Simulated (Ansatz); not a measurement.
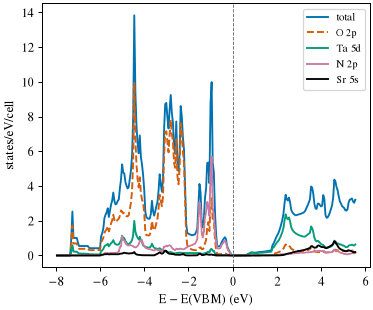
*Total and projected density of states of Sr2TaNO3 in space group Immm (No. 71; Pearson symbol oI14), PBEsol (plane waves, PAW; program Ansatz)*

**Question.** Which orbitals carry the states next to the gap?

**Answer.** Top 1 eV of the valence band: N 2p 59 %, O 2p 31 %. Bottom 1 eV of the conduction band: Ta 5d 81 %, N 2p 9 %, outside the projected shells 5 %. Projections are on Löwdin-orthogonalised atomic valence shells; empty p or d shells of many metals are not among them.

**Question.** Where is the tallest occupied peak in this window, and what makes it?

**Answer.** Near -4.4 eV, about 14 states/eV per cell; the largest projected share is O 2p.

The first step of the workflow began from a Materials Project structure, measured or hypothetical; the Crystallography Open Database copy checked does not list it. With N and O taken as one species the cell has the higher symmetry I4/mmm, so it may be an ordered model of a mixed-site phase. Whether it is the stable phase at ambient conditions was not checked. The PBEsol relaxation kept the symmetry of its start. At this level the phase is dynamically unstable (imaginary phonons). No spin polarisation was allowed. Scalar-relativistic: spin–orbit coupling is off unless named, which matters more the heavier the elements.

Potentials: the later of the program's two PAW sets.
